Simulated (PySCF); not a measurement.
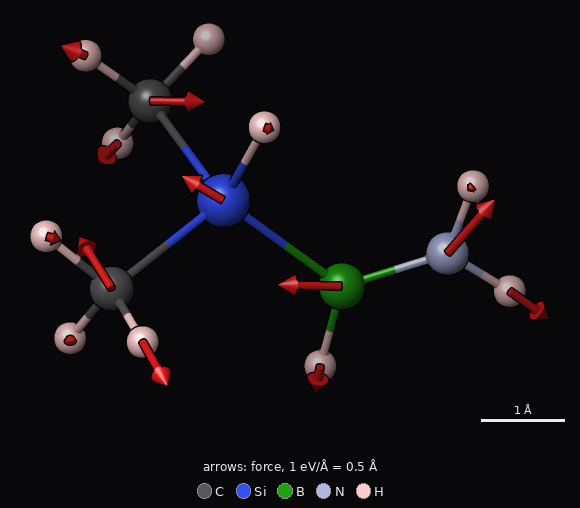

Starting geometry of C2H10BNSi with the computed forces as red arrows. A ball-and-stick model, seen at a tilt.

The start comes from GFN2-xTB. Its atoms were then displaced at random by about 0.01 Å.

Method: PySCF, PBE0-D3(BJ)/def2-SVP geometry optimisation, gas phase. 

Question: What follows when this structure is relaxed?

Answer: It isn't relaxed: the largest force vector, on the N atom, is 1.95 eV/Å. The final displacements have little in common with the starting forces (cosine between the two patterns 0.06). The atom that moves furthest after the best rigid fit is an H atom (0.51 Å). By element the largest moves are H 0.51 Å, N 0.22 Å, B 0.16 Å, Si 0.14 Å, C 0.12 Å. Near-neighbour distances that change, for instance: C–H 1.054 → 1.101 Å, B–N 1.347 → 1.390 Å, B–H 1.179 → 1.216 Å, C–Si 1.923 → 1.892 Å. Among the angles between lasting bonds that change: B–Si–H 114.1° → 109.9°, C–Si–H 104.1° → 107.9°, C–Si–B 114.3° → 110.8°. Groups turn about B–Si by about 20°. The energy falls by 4.71 kcal/mol in 9 geometry steps.
